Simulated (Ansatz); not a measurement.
# Formation energy and levels of the antisite Si_C in SiC (F-43m)

Charge states of Si_C in SiC (F-43m), set against the band edges. Model: a cell of 54 host atoms with 1 C taken out and 1 Si put in.

Main program and level: Ansatz 0.2.0; place-levels on r2SCAN runs: charge-transition levels and formation energies with image-charge correction and potential alignment at the atomic sites.

The experiments to compare with:

“Insight into the structural, elastic and electronic properties of a new orthorhombic 6O-SiC polytype” (2020, pmc:7200658) quotes from earlier work for SiC, cubic 3C zincblende (literature value): band gap (indirect gap) 2.4 eV [literature value; measurement temperature and method not stated].

## Step 1: Starting point

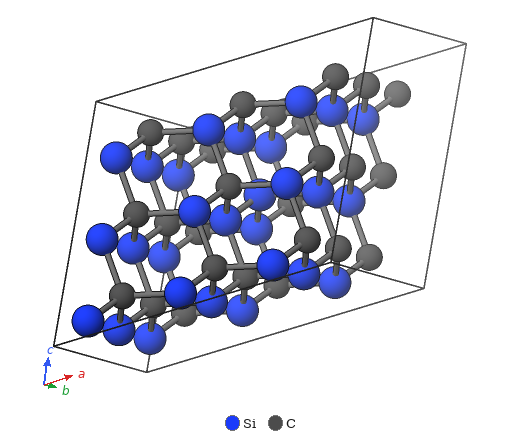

Start, viewed slightly off an axis; silicon blue, carbon dark grey.

The cell holds 54 atoms: 28 Si and 26 C. Cell: a = 9.242 Å, b = 9.242 Å, c = 9.242 Å, α = 60.0°, β = 60.0°, γ = 60.0°. It derives from SiC (space group F-43m). Nearest the centre at fractional (0.417, 0.417, 0.417): Si28 at 0.00 Å, Si29 at 1.89 Å, Si45 at 1.89 Å, Si33 at 1.89 Å, Si27 at 1.89 Å, C46 at 3.08 Å, C34 at 3.08 Å, C30 at 3.08 Å.

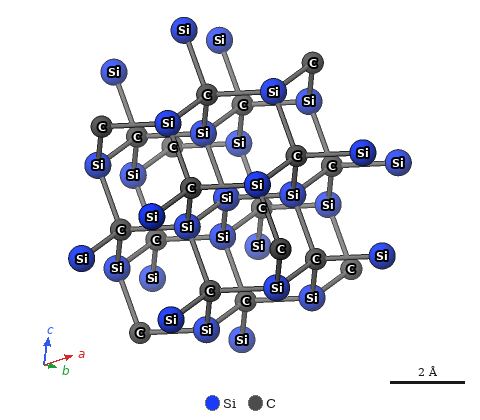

The atoms within 5 Å of the centre.

Known beforehand: the electronic dielectric constant, 7.01, and the static one, 10.34, computed on the host (DFPT, PBEsol, on the LDA cell), and a cell off the functional's own equilibrium shifts the ionic part.

The cell's shortest repeat is 9.2 Å.

## Step 2: Charge states

A transition level is the Fermi level at which two charge states cost the same, so each charge needs its own total energy, at its own relaxed structure.

Each atom starts 0.05 Å or so off its site in a random direction: a symmetric start keeps its symmetry, and would miss off-centre moves and Jahn–Teller distortions. Forces are taken on a 2×2×2 shifted mesh. The cell holds 2 electrons more than the neutral one, with a uniform background that keeps it neutral on the whole.

The sampling was tested on the host first: at the k-points planned (1x1x1 shifted 0.25 0.25 0.25) its energy lies 0.119 eV an atom from the dense-mesh value, so the final energies take a denser sampling.

One of the inputs; charge, spin and start change from state to state.

The input, qm2.relax/input.yaml:

```yaml
crystal:
  lattice:
    - [0.0, 6.53484224, 6.53484224]
    - [6.53484224, 0.0, 6.53484224]
    - [6.53484224, 6.53484224, 0.0]
  atoms:
    - { symbol: Si, position: [0.0, 0.0, 0.0] }
    - { symbol: C, position: [0.08333333, 0.08333333, 0.08333333] }
[... 7 atom lines left out ...]
    - { symbol: C, position: [0.08333333, 0.41666667, 0.41666667] }
[... 1 atom line left out ...]
    - { symbol: C, position: [0.08333333, 0.41666667, 0.75] }
[... 3 atom lines left out ...]
    - { symbol: C, position: [0.08333333, 0.75, 0.41666667] }
[... 5 atom lines left out ...]
    - { symbol: C, position: [0.41666667, 0.08333333, 0.41666667] }
[... 1 atom line left out ...]
    - { symbol: C, position: [0.41666667, 0.08333333, 0.75] }
[... 1 atom line left out ...]
    - { symbol: C, position: [0.41666667, 0.41666667, 0.08333333] }
    - { symbol: Si, position: [0.33333333, 0.33333333, 0.33333333] }
    - { symbol: Si, position: [0.41666667, 0.41666667, 0.41666667] }
    - { symbol: Si, position: [0.33333333, 0.33333333, 0.66666667] }
    - { symbol: C, position: [0.41666667, 0.41666667, 0.75] }
[... 1 atom line left out ...]
    - { symbol: C, position: [0.41666667, 0.75, 0.08333333] }
    - { symbol: Si, position: [0.33333333, 0.66666667, 0.33333333] }
    - { symbol: C, position: [0.41666667, 0.75, 0.41666667] }
    - { symbol: Si, position: [0.33333333, 0.66666667, 0.66666667] }
[... 4 atom lines left out ...]
    - { symbol: C, position: [0.75, 0.08333333, 0.41666667] }
[... 3 atom lines left out ...]
    - { symbol: C, position: [0.75, 0.41666667, 0.08333333] }
    - { symbol: Si, position: [0.66666667, 0.33333333, 0.33333333] }
    - { symbol: C, position: [0.75, 0.41666667, 0.41666667] }
    - { symbol: Si, position: [0.66666667, 0.33333333, 0.66666667] }
[... 3 atom lines left out ...]
    - { symbol: Si, position: [0.66666667, 0.66666667, 0.33333333] }
[... 2 atom lines left out ...]
    - { symbol: C, position: [0.75, 0.75, 0.75] }
  host:
    repeats: [3, 3, 3]
    atoms:
      - { symbol: Si, position: [0.0, 0.0, 0.0] }
      - { symbol: C, position: [0.25, 0.25, 0.25] }
total_charge: -2
basis:
  ecutwfc: 500
  xc_grid: 2
hamiltonian:
  xc: r2scan
kpoints:
  mp_grid: { grid: [2, 2, 2], shift: [0.5, 0.5, 0.5] }
scf:
  occupations: { method: fixed }
  max_iter: 100
output:
  forces: true
  charged_corrections:
    epsilon: 7.01
    static_epsilon: 10.34
    defect_position: [0.416667, 0.416667, 0.416667]
relax:
  f_tol: 0.02
  max_steps: 80
  random_displacement: { amplitude: 0.05, seed: 5663 }
checkpoint:
  write: "../qm2.relax.run"
  compress: false
  write_wavefunctions: true
  write_every: 100000
```

Command:

```console
$ ansatz run input.yaml --threads 4 --pin off --max-ram 7536MiB --backend cpu --events-out ev --progress --plain --runs-dir out
```

The run of this state that the levels use, under r2SCAN:

The input, qm2.point/input.yaml:

```yaml
crystal:
  checkpoint: "../qm2.relax.run"
  host: checkpoint
total_charge: -2
basis:
  ecutwfc: 500
  xc_grid: 2
hamiltonian:
  xc: r2scan
kpoints:
  mp_grid: { grid: [2, 2, 2], shift: [0.5, 0.5, 0.5] }
scf:
  occupations: { method: fixed }
  max_iter: 100
output:
  forces: true
  eigenvalues: true
  charged_corrections:
    epsilon: 7.01
    static_epsilon: 10.34
    defect_position: [0.416667, 0.416667, 0.416667]
  eigenstates: { localisation: true }
  populations: true
  band_densities: [{ bands: [v1, v1] }, { bands: [c1, c1] }]
  write_density: true
  write_potential: true
  volumetric_format: npy
checkpoint:
  read: "../qm2.relax.run"
  write: "../qm2.point.run"
  compress: false
  write_wavefunctions: false
  write_every: 100000
```

Relaxations under r2SCAN at a 2×2×2 shifted mesh; times on 4 threads of Arm Neoverse V1, shared host:

```tsv
charge	moment (μB)	occupations	outcome	steps	largest displacement against the far atoms (Å)	time
−2	0	fixed	converged	7	0.26	2.7 min
−1	1	fixed	converged	6	0.25	6.2 min
0	0	fixed	converged	5	0.24	2 min
+1	1	fixed	converged	6	0.27	7.1 min
+2	0	fixed	converged	11	0.30	4.2 min
−2	2	fixed	converged	8	0.28	7.8 min
+2	2	fixed	converged	6	0.30	6.2 min
```

Single points under r2SCAN at a 2×2×2 shifted mesh; times on 4 threads of Arm Neoverse V1, shared host:

```tsv
charge	moment (μB)	occupations	outcome	time
−2	0	fixed	converged	25 s
−1	1	fixed	converged	61 s
0	0	fixed	converged	24 s
+1	1	fixed	converged	58 s
+2	0	fixed	converged	22 s
−2	2	fixed	converged	59 s
+2	2	fixed	converged	52 s
```

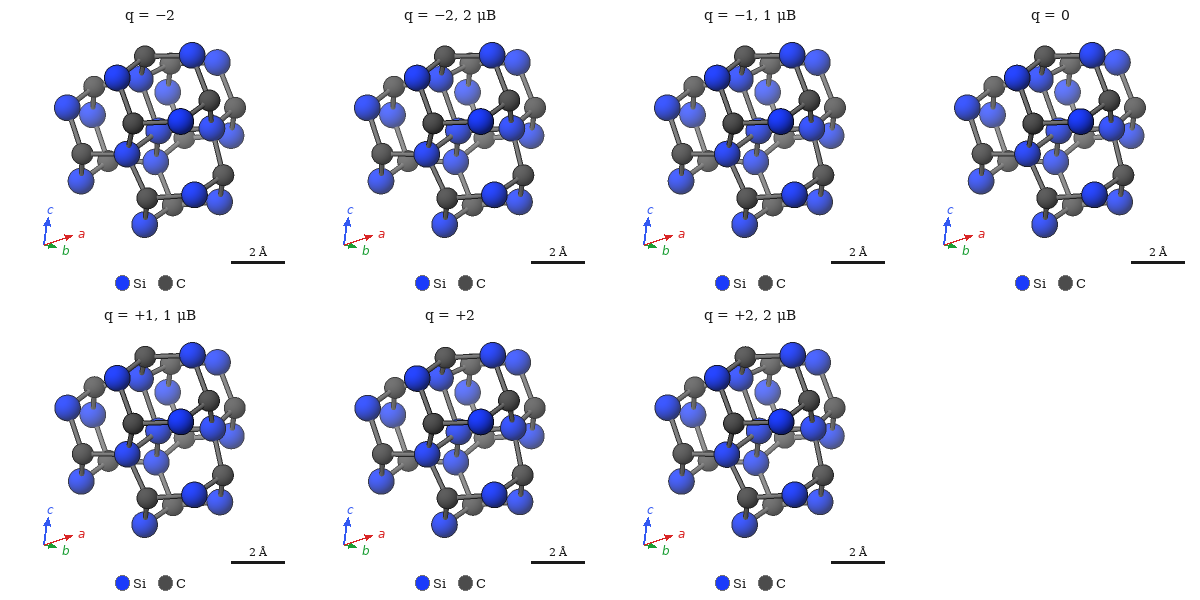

The structures near the centre after relaxation with r2SCAN, by charge.

Distances (Å) from Si28 to the nearest atoms after relaxation with r2SCAN:

```tsv
charge	moment (μB)	1.	2.	3.	4.	5.	6.
−2	0	Si 2.13	Si 2.13	Si 2.13	Si 2.14	C 3.12	C 3.12
−2	2	Si 2.13	Si 2.13	Si 2.13	Si 2.14	C 3.11	C 3.12
−1	1	Si 2.13	Si 2.13	Si 2.13	Si 2.13	C 3.13	C 3.13
0	0	Si 2.12	Si 2.12	Si 2.12	Si 2.12	C 3.13	C 3.13
+1	1	Si 2.13	Si 2.15	Si 2.16	Si 2.17	C 3.11	C 3.11
+2	0	Si 2.13	Si 2.18	Si 2.18	Si 2.22	C 3.09	C 3.09
+2	2	Si 2.18	Si 2.18	Si 2.18	Si 2.19	C 3.12	C 3.12
```

[end of part 1 of 3]

[Logs are printed without paths, hosts, clocks, repeated set-up lines and the standing remarks that a program may print on its own settings, such as how far it seeks lower states.]

[Hosts, paths, dates, database ids (printed as entryN), source tags and the programs' standing remarks are cut or masked in the printed files.]

[Where a table of states has a column of steps, it counts the stored structures, which are thinned; the runs took as many ionic steps or more.]

[A defect's name tells the site on which it was built; relaxed atoms can leave that site.]

[For some hosts the program warned that the k-mesh of the response run may be too coarse for force constants and the static dielectric constant; such warnings are not shown here.]
